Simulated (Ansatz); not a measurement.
# SnH₆SO: geometry relaxation (part 2 of 2)

The same run, continued: SnH₆SO; RKS PBE/def2-SVP (Ansatz 0.2.0). The input holds or restrains some coordinates. Forces given for the steps count only the free coordinates. It belongs to a series of runs on one base structure; here: pulled along the bonds that form and break, towards end B.

Geometry of the input (Å):
```
Sn 0.0000  0.0000  0.0000
O  0.0000  0.0000  2.3100
H  -0.9095  -0.2814  2.6471
H  1.6408  0.0000  -0.5794
H  -0.8195  1.4198  -0.5794
H  -0.8195  -1.4198  -0.5794
S  1.4301  -2.1716  0.8640
H  0.6450  -3.3249  0.7468
H  0.7327  -1.1126  2.0831
```

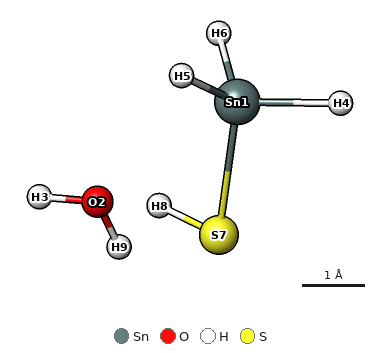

The geometry at step 10 of the log (ball-and-stick view, seen at a tilt; atoms are numbered from 1 in the order of the input).

Trajectory as extended XYZ (Å, eV, eV/Å), 19 frames, from step=1 to step=19:
```
9
Properties=species:S:1:pos:R:3:forces:R:3 step=1 energy=-18797.35036
Sn    0.0000    0.0000    0.0000    0.2906  -0.6852  -0.3171
O     0.0000    0.0000    2.3100   -0.3256  -1.0081  -0.9421
H    -0.9095   -0.2814    2.6471    1.1249   0.2290  -0.4448
H     1.6408    0.0000   -0.5794   -0.2091   0.7128  -0.0155
H    -0.8195    1.4198   -0.5794   -0.2330   0.3341   0.5329
H    -0.8195   -1.4198   -0.5794   -0.5029   0.4669  -0.1423
S     1.4301   -2.1716    0.8640    0.3669  -0.9218   1.2299
H     0.6450   -3.3249    0.7468    0.1300   0.8432   0.4559
H     0.7327   -1.1126    2.0831   -0.6417   0.0291  -0.3568
9
Properties=species:S:1:pos:R:3:forces:R:3 step=2 energy=-18797.27216
Sn    0.0502   -0.0781   -0.1543   -0.2023   0.1427   0.5290
O     0.0271   -0.0233    2.4744    0.9004  -1.7521  -1.6326
H    -0.9150   -0.2854    2.6504    0.7025  -0.2275  -0.0095
H     1.6464    0.0087   -0.5840    0.8490   0.7135  -0.6007
H    -0.8206    1.4209   -0.5726    0.0381  -0.1329   0.6686
H    -0.8295   -1.4207   -0.5853   -0.9986  -0.3117  -0.6725
S     1.4574   -2.2026    0.7269    0.1751  -0.6333   1.0865
H     0.6417   -3.3224    0.7503    0.0575   0.5426   0.1689
H     0.6424   -0.9876    2.2069   -1.5218   1.6587   0.4623
9
Properties=species:S:1:pos:R:3:forces:R:3 step=3 energy=-18797.33999
Sn    0.0971   -0.1537   -0.2722   -0.6809   0.7833   0.6646
O     0.0445   -0.0404    2.6044   -0.1084  -0.1959  -0.8686
H    -0.9094   -0.2951    2.6550    0.6295  -0.2021   0.0842
H     1.6746    0.0216   -0.6026    1.4112   0.7805  -0.8687
H    -0.8154    1.4111   -0.5576    0.2869  -0.5371   0.6679
H    -0.8538   -1.4356   -0.6047   -1.3184  -0.7009  -0.9407
S     1.4606   -2.2114    0.6009    0.2811  -0.7037   0.9727
H     0.6417   -3.3154    0.7494    0.0110   0.4688   0.0571
H     0.5603   -0.8717    2.3402   -0.5120   0.3072   0.2315
9
Properties=species:S:1:pos:R:3:forces:R:3 step=4 energy=-18797.69342
Sn    0.1549   -0.2643   -0.3768   -0.4672   0.5499   0.3073
O     0.0243   -0.0137    2.7229   -0.9281   0.9500  -0.2629
H    -0.9141   -0.3076    2.6863    0.4137  -0.0260   0.1338
H     1.7737    0.1102   -0.7221    0.2839   0.4616  -0.7273
H    -0.7624    1.3157   -0.4628    0.3046  -0.5813   0.5631
H    -0.9834   -1.4713   -0.7424   -0.5570  -0.0184  -0.8135
S     1.4521   -2.1872    0.5437    0.5114  -0.7764   1.0344
H     0.6234   -3.2684    0.7538   -0.0966   0.4346  -0.0016
H     0.5316   -0.8040    2.5102    0.5353  -0.9941  -0.2333
9
Properties=species:S:1:pos:R:3:forces:R:3 step=5 energy=-18798.17280
Sn    0.1991   -0.3534   -0.3851   -0.2928   0.5706  -0.0529
O    -0.0081    0.0240    2.7392    0.2821  -0.4041  -0.4842
H    -0.9248   -0.3139    2.7282    0.0543  -0.0567   0.0969
H     1.7774    0.1858   -0.8795   -0.2065   0.0760  -0.5584
H    -0.7060    1.2030   -0.3228    0.2222  -0.4726   0.5564
H    -1.0559   -1.4392   -0.9203    0.1254   0.1109  -0.4984
S     1.5087   -2.1993    0.6183   -0.0313  -0.6150   0.8686
H     0.5731   -3.2058    0.7681    0.1234   0.4486  -0.0220
H     0.5366   -0.7918    2.5667   -0.2769   0.3423   0.0941
9
Properties=species:S:1:pos:R:3:forces:R:3 step=6 energy=-18798.53533
Sn    0.2157   -0.3634   -0.4350   -0.1608   0.2781   0.0970
O    -0.0126    0.0228    2.6930    0.3870  -0.7090  -0.1170
H    -0.9241   -0.3271    2.7442    0.0819  -0.0024   0.0734
H     1.7329    0.1683   -1.0602   -0.1328   0.0984  -0.5023
H    -0.6812    1.1221   -0.1417    0.1380  -0.2812   0.3839
H    -0.9866   -1.4186   -1.0948    0.0712   0.0619  -0.4413
S     1.4919   -2.1551    0.6895   -0.0808  -0.5597   0.7155
H     0.5204   -3.1279    0.8193    0.1552   0.4178  -0.0552
H     0.5437   -0.8115    2.6984   -0.4590   0.6963  -0.1539
9
Properties=species:S:1:pos:R:3:forces:R:3 step=7 energy=-18798.78222
Sn    0.2515   -0.4061   -0.4180   -0.1575   0.4158  -0.3180
O    -0.0394    0.0497    2.6998    0.3518  -0.7638   0.0154
H    -0.9364   -0.3335    2.7796    0.0952   0.0619   0.0481
H     1.6689    0.1769   -1.2312   -0.1741  -0.0114  -0.2230
H    -0.6356    1.0341    0.0248    0.1381  -0.2781   0.2653
H    -0.9198   -1.3896   -1.2412    0.1166   0.0463  -0.1921
S     1.4991   -2.1671    0.7570   -0.1570  -0.4412   0.5597
H     0.4745   -3.0872    0.8199    0.2035   0.3213  -0.0261
H     0.5373   -0.7678    2.7220   -0.4166   0.6492  -0.1293
9
Properties=species:S:1:pos:R:3:forces:R:3 step=8 energy=-18798.90591
Sn    0.2790   -0.4290   -0.4409   -0.1979   0.3760  -0.3435
O    -0.0727    0.0648    2.6676    0.2895  -0.6414   0.2407
H    -0.9467   -0.3498    2.8169    0.1059   0.0744   0.0180
H     1.6167    0.1846   -1.3528   -0.0679  -0.0232  -0.0993
H    -0.5780    0.9410    0.1916    0.1105  -0.2139   0.0605
H    -0.8633   -1.3628   -1.3531    0.0596   0.0095  -0.0829
S     1.4844   -2.1692    0.8015    0.0424  -0.2288   0.3899
H     0.4411   -3.0518    0.8471    0.0321   0.1320  -0.0231
H     0.5396   -0.7184    2.7349   -0.3742   0.5154  -0.1604
9
Properties=species:S:1:pos:R:3:forces:R:3 step=9 energy=-18798.94136
Sn    0.3015   -0.4375   -0.4570   -0.1226   0.1232  -0.5828
O    -0.1046    0.0630    2.6474    0.3706  -0.2360   0.3358
H    -0.9306   -0.4001    2.8785    0.0162  -0.0648   0.0464
H     1.5837    0.1914   -1.4346    0.0139   0.0079   0.0258
H    -0.5597    0.8365    0.2862   -0.0104   0.0442   0.0386
H    -0.7847   -1.3492   -1.4619    0.0203  -0.0013   0.0317
S     1.4512   -2.1692    0.8429    0.1341  -0.1443   0.2520
H     0.3594   -2.9833    0.8573   -0.0183  -0.0009   0.0159
H     0.5839   -0.6418    2.7539   -0.4038   0.2721  -0.1635
9
Properties=species:S:1:pos:R:3:forces:R:3 step=10 energy=-18798.93081 accepted=F
Sn    0.3152   -0.4423   -0.4852   -0.1463   0.1533  -0.4940
O    -0.1554    0.0541    2.6113   -0.5947  -0.8032   0.8876
H    -0.9339   -0.3811    3.0701    0.9759   0.4788  -0.5346
H     1.6024    0.1925   -1.4462    0.0406   0.0119  -0.0261
H    -0.5342    0.8251    0.2862    0.0137   0.0207  -0.0012
H    -0.7661   -1.3623   -1.4796   -0.0127   0.0034  -0.0072
S     1.4626   -2.1765    0.8130    0.1377  -0.1113   0.2766
H     0.3545   -2.9666    0.8513   -0.0208  -0.0127   0.0250
H     0.5551   -0.6333    2.6919   -0.3933   0.2590  -0.1262
9
Properties=species:S:1:pos:R:3:forces:R:3 step=11 energy=-18798.94570
Sn    0.3057   -0.4393   -0.4780   -0.1133   0.1997  -0.4847
O    -0.1313    0.0517    2.6237    0.0614  -0.4651   0.4843
H    -0.9320   -0.3981    2.9724    0.2733   0.1330  -0.0923
H     1.5979    0.1926   -1.4413   -0.0031  -0.0070  -0.0022
H    -0.5404    0.8402    0.2839    0.0183  -0.0065  -0.0116
H    -0.7825   -1.3582   -1.4668   -0.0050   0.0010  -0.0065
S     1.4600   -2.1672    0.8222    0.1232  -0.1527   0.2690
H     0.3572   -2.9661    0.8721   -0.0023   0.0080   0.0148
H     0.5656   -0.6460    2.7248   -0.3524   0.2896  -0.1708
9
Properties=species:S:1:pos:R:3:forces:R:3 step=12 energy=-18798.94809
Sn    0.3147   -0.4395   -0.4894   -0.1273   0.1731  -0.4957
O    -0.1719    0.0377    2.6078   -0.0116  -0.5653   0.5765
H    -0.9237   -0.4017    3.0695    0.3581   0.2033  -0.2064
H     1.6066    0.1858   -1.4535    0.0211   0.0004  -0.0253
H    -0.5220    0.8419    0.2744    0.0186   0.0143   0.0091
H    -0.7781   -1.3549   -1.4756   -0.0080   0.0022  -0.0039
S     1.4699   -2.1698    0.8070    0.1073  -0.1320   0.2845
H     0.3556   -2.9510    0.8837    0.0049   0.0079   0.0174
H     0.5490   -0.6390    2.6891   -0.3631   0.2961  -0.1563
9
Properties=species:S:1:pos:R:3:forces:R:3 step=13 energy=-18798.96405
Sn    0.3272   -0.4346   -0.5178   -0.0715   0.2081  -0.4820
O    -0.2535   -0.0298    2.5737    0.1649  -0.4858   0.4775
H    -0.9325   -0.4624    3.1328    0.1340   0.1076  -0.1079
H     1.6100    0.1476   -1.5245   -0.0064  -0.0137  -0.0388
H    -0.4243    0.8759    0.2848    0.0287   0.0192  -0.0089
H    -0.8206   -1.3248   -1.4637   -0.0027   0.0086   0.0314
S     1.5124   -2.1462    0.7756    0.0248  -0.1561   0.2920
H     0.3702   -2.8595    1.0015    0.0646   0.0161  -0.0008
H     0.5112   -0.6567    2.6504   -0.3364   0.2960  -0.1626
9
Properties=species:S:1:pos:R:3:forces:R:3 step=14 energy=-18798.97007
Sn    0.3591   -0.4065   -0.5513   -0.1206   0.1456  -0.4762
O    -0.4042   -0.1376    2.5235    0.3525  -1.1165   1.1285
H    -0.9438   -0.5752    3.2418    0.4782   0.4763  -0.7422
H     1.6118    0.0764   -1.6604   -0.0922  -0.0328   0.0481
H    -0.2678    0.9627    0.2759    0.0835  -0.0312  -0.0326
H    -0.8769   -1.2833   -1.4033    0.0401   0.0873   0.0872
S     1.5494   -2.1019    0.7579   -0.1945  -0.3579   0.4054
H     0.4050   -2.7890    1.1165    0.3507   0.2723  -0.1477
H     0.4674   -0.6360    2.6124   -0.8977   0.5570  -0.2704
9
Properties=species:S:1:pos:R:3:forces:R:3 step=15 energy=-18798.97454
Sn    0.4047   -0.4259   -0.5459   -0.1627   0.2422  -0.5352
O    -0.5544   -0.2516    2.4749    0.7478  -1.0614   1.5627
H    -0.9067   -0.6361    3.3409    0.3806   0.5601  -1.2833
H     1.5898    0.0378   -1.7259   -0.0167  -0.0614  -0.0044
H    -0.1359    0.9905    0.2609    0.0803  -0.0101   0.0904
H    -0.9236   -1.2375   -1.3168    0.0931   0.0125   0.1012
S     1.6071   -2.0976    0.7829   -0.3012  -0.1984   0.2918
H     0.4136   -2.6961    1.1238    0.3503   0.1160  -0.0242
H     0.4054   -0.5740    2.5180   -1.1717   0.4005  -0.1989
9
Properties=species:S:1:pos:R:3:forces:R:3 step=16 energy=-18799.04957
Sn    0.4294   -0.4021   -0.5650   -0.1868   0.1755  -0.3344
O    -0.6210   -0.3368    2.4253    0.5712  -0.6140   0.8533
H    -0.9825   -0.7019    3.2734    0.1579   0.2586  -0.6423
H     1.5303   -0.0308   -1.8521   -0.0255  -0.0345   0.0046
H     0.0528    1.0273    0.3152    0.0637   0.0009  -0.0213
H    -0.9871   -1.1944   -1.1753    0.0816   0.0566   0.0586
S     1.6628   -2.0531    0.7609   -0.3008  -0.2571   0.3455
H     0.4794   -2.5739    1.2476    0.3890   0.1400  -0.1301
H     0.3359   -0.6247    2.4827   -0.7503   0.2740  -0.1339
9
Properties=species:S:1:pos:R:3:forces:R:3 step=17 energy=-18799.07448
Sn    0.4222   -0.3819   -0.5601   -0.0572   0.2446  -0.3181
O    -0.6506   -0.4547    2.4127    0.8578   0.0656  -0.1431
H    -1.0136   -0.8365    3.2248   -0.1396  -0.1543   0.2704
H     1.4859   -0.1144   -1.9061   -0.0073  -0.0386   0.0173
H     0.1815    1.1424    0.2206   -0.0032  -0.1179   0.0244
H    -1.0276   -1.1297   -1.1219   -0.0179   0.0269   0.0903
S     1.6632   -2.0024    0.7941   -0.1766  -0.2781   0.3018
H     0.5060   -2.5286    1.3298    0.3192   0.1966  -0.1538
H     0.3332   -0.5848    2.5189   -0.7751   0.0553  -0.0892
9
Properties=species:S:1:pos:R:3:forces:R:3 step=18 energy=-18799.08053
Sn    0.4539   -0.3709   -0.5794   -0.2783   0.1973  -0.1432
O    -0.6672   -0.4378    2.3802    0.9045  -0.2659   0.3086
H    -1.0918   -0.9200    3.1176    0.0553   0.0514  -0.1106
H     1.4751   -0.1981   -1.9808   -0.1428   0.0207   0.0928
H     0.2475    1.1314    0.2613    0.0977  -0.0745  -0.1360
H    -1.0938   -1.0744   -0.9508    0.2159   0.0585  -0.0201
S     1.7159   -1.9629    0.7876   -0.1566  -0.2990   0.2985
H     0.5515   -2.4316    1.3544    0.2975   0.1115  -0.1398
H     0.3090   -0.6261    2.5227   -0.9931   0.2000  -0.1502
9
Properties=species:S:1:pos:R:3:forces:R:3 step=19 energy=-18799.10368
Sn    0.4546   -0.3665   -0.5589   -0.1238   0.1699  -0.2206
O    -0.6788   -0.4487    2.3907    0.4950  -0.1054   0.1486
H    -1.0887   -1.0853    3.0050   -0.0702   0.0067   0.0095
H     1.3930   -0.2365   -2.0112    0.0022  -0.0222   0.0196
H     0.3646    1.1763    0.1971    0.0070   0.0392   0.0217
H    -1.0947   -1.0344   -0.9046   -0.0040  -0.0103   0.0127
S     1.7082   -1.9512    0.8226    0.1426  -0.1838   0.1244
H     0.5527   -2.3373    1.4338    0.0360  -0.0365  -0.0311
H     0.2890   -0.6071    2.5383   -0.4848   0.1425  -0.0847
```

Results in brief:

| quantity | value |
| --- | --- |
| outcome | converged under the restraints of the input |
| total energy | −18799.1037 eV |
| mean-field energy | −18799.1037 eV |
| largest force (length of the vector) at the end, held atoms and coordinates included | 0.527 eV/Å |
| hardware | 2 threads of Arm Neoverse V2, 24 GiB of memory available, shared host |
| wall time | 27 s (CPU time 51 s) |
| peak memory | 0.12 GiB |
